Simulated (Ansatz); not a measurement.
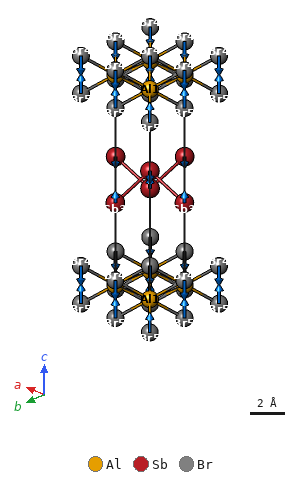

This is a relaxation of crystalline AlSb$_{2}$Br$_{2}$ (built on the EuMn2P2 type). The starting structure is drawn; blue arrows show the displacements (the part carried along by the change of the cell is left out), magnified 30 times.

The picture is a ball-and-stick view of the cell of the calculation, seen from a free direction.

Case: EuMn2P2 type (P-3m1, No. 164).

Theory: DFT PBE, scalar-relativistic, plane waves, PAW (Ansatz 0.2.0).

Input file:
```yaml
crystal:
  lattice:
    - [4.0896911578, 0.0, 0.0]
    - [-2.0448455789, 3.5417764363, 0.0]
    - [0.0, 0.0, 12.8177091632]
  atoms:
    - { symbol: Al, position: [0.0, 0.0, 0.0] }
    - { symbol: Sb, position: [0.3333333333, 0.6666666667, 0.5641572673] }
    - { symbol: Sb, position: [0.6666666667, 0.3333333333, 0.4358427327] }
    - { symbol: Br, position: [0.3333333333, 0.6666666667, 0.1126154709] }
    - { symbol: Br, position: [0.6666666667, 0.3333333333, 0.8873845291] }
basis:
  ecutwfc: 420
kpoints:
  mp_grid: { grid: [12, 12, 4] }
hamiltonian:
  xc: pbe
scf:
  occupations: { method: gaussian, width: 0.1 }
output:
  forces: true
  stress: true
  eigenvalues: true
relax:
  adjacent_minimum: "off"
  f_tol: 0.01
  max_steps: 80
  cell: { stress_tol: 0.05 }
```

Launched with:
```bash
ansatz run input.yaml --threads 1 --pin off --max-ram 2560MiB --backend cpu --events-out ev --progress --plain --runs-dir out
```

Question: Atoms of which element are displaced furthest, and by how much?

Answer: Bromine: up to 0.043 Å, against 0.027 Å for antimony.

Question: What did the optimiser do to the structure, and how much energy did it gain?

Answer: The largest moves relative to the cell, 0.043 Å, are those of Br4 and Br5. Br5 goes along +c. By element the largest moves are Br 0.043 Å, Sb 0.027 Å. Al stays in place. The drawn cell changes as follows: a = b 4.090 → 4.071 Å (−0.4 %), c 12.818 → 13.306 Å (+3.8 %); the volume changes by +2.9 %. The space group stays P-3m1 (No. 164). Over 7 accepted moves (8 points after the start) the energy falls by 0.5 meV per atom. Largest force component: 0.011 eV/Å at the start, 0.0016 eV/Å at the end. Pressure: −0.09 GPa at the start and 0.00 GPa at the end. At 1 point the geometry stayed and the basis and grid were re-selected for the new cell (energy shift of 0.1 meV per atom at most each time).

Limits of the set-up: layers or molecules are held without a dispersion correction, so their spacing is unreliable.
